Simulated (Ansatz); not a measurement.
# Al2H8N2 (SMILES [NH2+]1[AlH2-][NH2+][AlH2-]1): what the fields show

| atom | x (Å) | y (Å) | z (Å) |
| --- | --- | --- | --- |
| N | -1.0013 | 0.3341 | -0.8546 |
| Al | 0.9513 | 0.3369 | -0.9830 |
| N | 1.0012 | -0.3371 | 0.8534 |
| Al | -0.9513 | -0.3342 | 0.9839 |
| H | -1.4638 | -0.2828 | -1.5125 |
| H | -1.4299 | 1.2469 | -0.9577 |
| H | 1.4920 | 1.8335 | -1.0285 |
| H | 1.4330 | -0.7958 | -1.9927 |
| H | 1.4266 | -1.2518 | 0.9529 |
| H | 1.4667 | 0.2759 | 1.5130 |
| H | -1.4965 | -1.8290 | 1.0357 |
| H | -1.4281 | 0.8035 | 1.9901 |

Geometry: PBE0-D4/def2-TZVP.

All numbers below come from Ansatz, RKS PBE0-D4/def2-TZVPP.

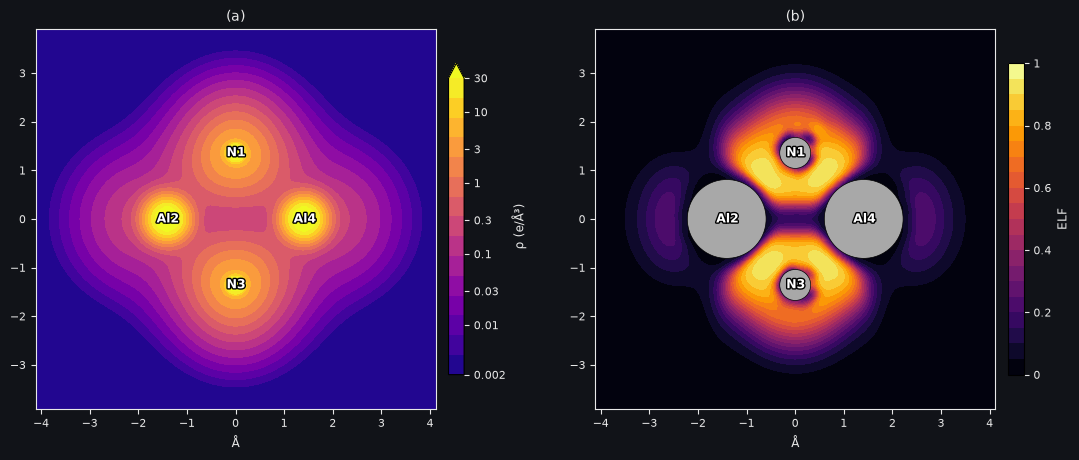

Figure 1. (a) electron density; (b) ELF on the plane of atoms N1, Al4 and N3. Grey discs cover the atomic cores in the ELF map.

> What do the fields say about this system?

The section cuts through N and Al sites. Al–N (1.96 Å): ρ is about 0.61 e/Å³ halfway; the ELF peaks at about 0.95 in the valence shell of N, 0.7 Å from its nucleus, and is about 0.75 at the midpoint.

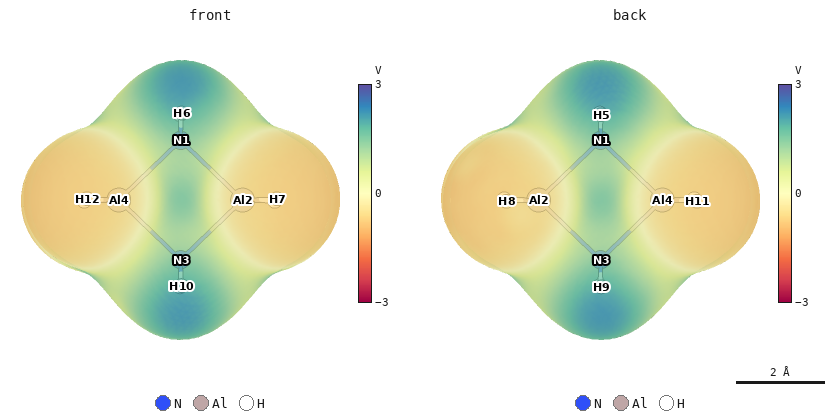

Figure 2. The electrostatic potential painted on the density surface at 0.002 e/bohr³, seen from the front and from behind; the colour scale runs from red (negative) to blue (positive).

> Describe the electrostatic potential map.

The most negative region (about −0.8 V, or −18 kcal/mol for a unit charge) lies over H7, H8, H11 and H12, the most positive (about +2.2 V, or +51 kcal/mol for a unit charge) over H5, H6, H9 and H10.
